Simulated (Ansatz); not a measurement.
# AsH2+ (triplet): B2PLYP, RPA-PBE over a scan of the scale of all distances, cc-pVDZ

How well do these functionals follow the top wave-function level for AsH2+ (triplet) over a scan of the scale of all distances?

Program: Ansatz 0.2.0, Gaussian basis. Level of theory: cc-pVDZ, all electrons in the functionals, frozen cores in the correlation of double hybrids and RPA. These are calculated values, not measurements.

To be run: B2PLYP, RPA-PBE, at 0.874; 1.000; 1.099; 1.278; 1.490; 1.764; 2.029; 2.424.

15 further runs of the same task are left out: 9 that didn't finish, 6 set aside as unsound or not needed.

## Step 1: The geometry

The geometry derives from a PBE0/def2-TZVP stationary point (not a proven minimum). All distances are scaled together. No spin-orbit coupling is included. The filled d shell of As may be among the frozen orbitals whatever the setting's name suggests; the logs give the count.

3 atoms, charge 1, spin multiplicity 3.

Atoms are counted from 1 here; the program's logs count them from 0.

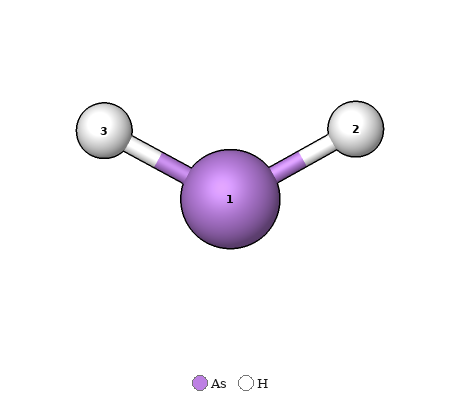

The structure; arsenic purple, hydrogen white; atoms are numbered from 1 in the order of the file.

No dispersion term is added.

The geometry shown and the zero of energy belong to the point 1.000. The yardstick, FCI, and other wave-function levels (R restricted, U unrestricted, valence and pair active spaces) come from earlier runs.

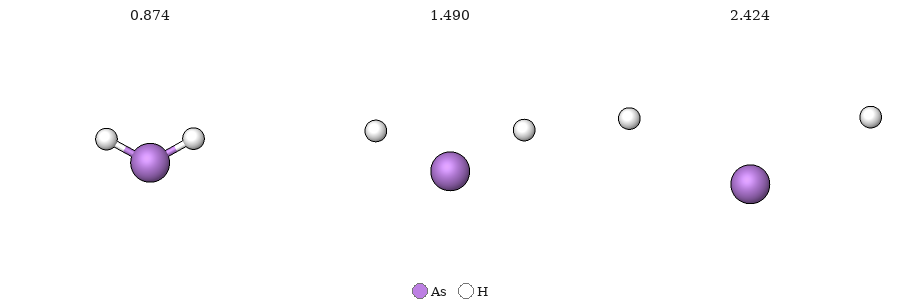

Three points of the scan; sticks are drawn by distance.

## Step 2: B2PLYP, 0.874

Input file in.yaml:

```yaml
crystal:
  periodic: [false, false, false]
  atoms:
    - {symbol: As, position_ang: [0.000000, -0.016692, 0.000000]}
    - {symbol: H, position_ang: [0.000000, 0.620362, -1.157186]}
    - {symbol: H, position_ang: [0.000000, 0.620362, 1.157186]}
basis:
  gaussian: {orbitals: cc-pVDZ}
total_charge: 1
magnetization: {spin_polarized: true, initial_magnetization: 2}
hamiltonian: {xc: {name: B2PLYP}}
correlation: {electrons: outside_noble_gas}
```

Started as:

```bash
ansatz run in.yaml --threads 1 --pin off --events-out ev --progress --plain --max-ram 2393MiB
```

Further steps of the session: B2PLYP, 1.000; B2PLYP, 1.099; B2PLYP, 1.278; B2PLYP, 1.490; B2PLYP, 1.764; B2PLYP, 2.029; B2PLYP, 2.424; RPA-PBE, 0.874; RPA-PBE, 1.000; RPA-PBE, 1.099; RPA-PBE, 1.278; RPA-PBE, 1.490; RPA-PBE, 1.764; RPA-PBE, 2.029; RPA-PBE, 2.424.

Before running them: what should the planned runs give, taken together? Wanted: span of the FCI curve; largest miss, B2PLYP; largest miss, RPA-PBE.

The runs gave:

| quantity | value |
| --- | --- |
| span of the FCI curve | 118.2 kcal/mol |
| largest miss, B2PLYP | +4.3 kcal/mol (1.490) |
| largest miss, RPA-PBE | -7.1 kcal/mol (2.424) |

What this shows: Of the functionals, B2PLYP keep the smallest largest miss at the points compared (at most 4.3 kcal/mol) and RPA-PBE strays most (7.1 kcal/mol, at 2.424). B2PLYP, RPA-PBE clearly break the spin symmetry at some points (⟨S²⟩ up to 0.99 above the pure value), so energy there is bought with a mixed spin. Functionals and the yardstick converge differently with the basis, so part of each miss in cc-pVDZ is the basis.
